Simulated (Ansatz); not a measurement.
## Fields on a plane of VN (rock salt)

```
VN
1.0
    0.00000     2.05840     2.05840
    2.05840     0.00000     2.05840
    2.05840     2.05840     0.00000
N V
1 1
Direct
  0.00000   0.00000   0.00000
  0.50000   0.50000   0.50000
```

The slice is a {111} plane (indices of the conventional cell) through the point (0.000, 0.000, 0.000) (fractional), spanned by u = [100] and v = [-1 2 0] in vectors of this cell: u (2.91 Å) and v (5.04 Å, at 90° to u). It covers one period; positions are fractions (u, v).

Atoms on it: N at (0.00, 0.00); N at (0.50, 0.50).

These are PBE (plane waves to 420 eV, PAW, scalar-relativistic; Ansatz, a first-principles code) values and carry that method's errors. k mesh 19×19×19. Near the nuclei the fields are pseudised (PAW); where an atom keeps semicore shells as valence, they peak there. VN is run without spin polarisation. VN was relaxed with its symmetry unable to fall.

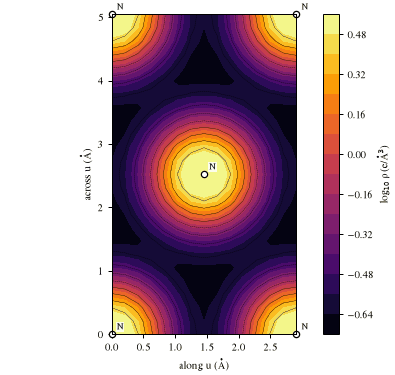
Fig. 1. Log₁₀ of the valence density in e/Å³, one period of the plane, atoms marked. The scale is logarithmic, as a density can span decades between atoms and voids.

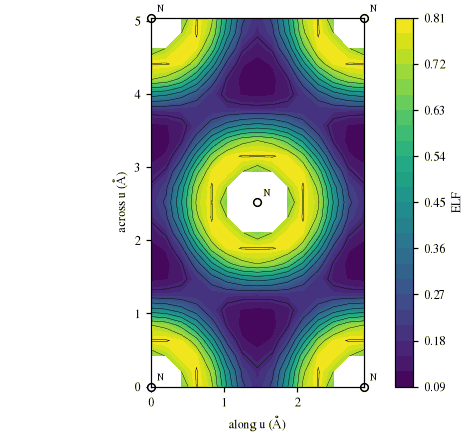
Figure: Electron localisation function (ELF), one period of the plane, atoms marked. Points within 0.4 Å of a nucleus are left white, as the pseudised field means little there.
